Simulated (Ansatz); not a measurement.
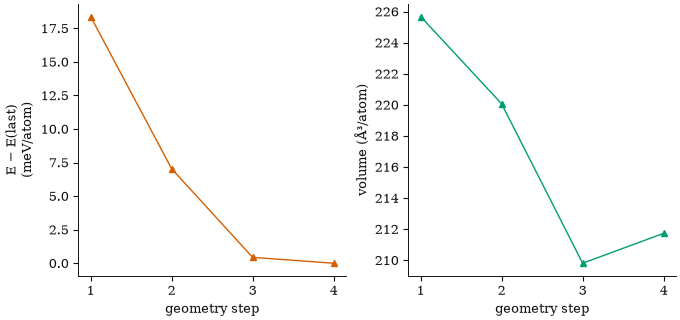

History of a geometry optimisation. TlCu (2 atoms in the cell); DFT PBE, scalar-relativistic, plane waves, PAW in Ansatz 0.2.0; cutoff 420 eV, 6×6×1 k-mesh, Gaussian smearing of 0.1 eV. A closing SCF on a freshly chosen basis isn't drawn.

The optimisation met its thresholds at geometry 4, counting the start as the first. The energy fell by about 18 meV/atom from the first step to the last. All forces vanish by symmetry, so only the cell moves. The volume shrinks from 225.7 to 211.7 Å³ per atom (−6 %), overshooting to 209.8 at step 3.
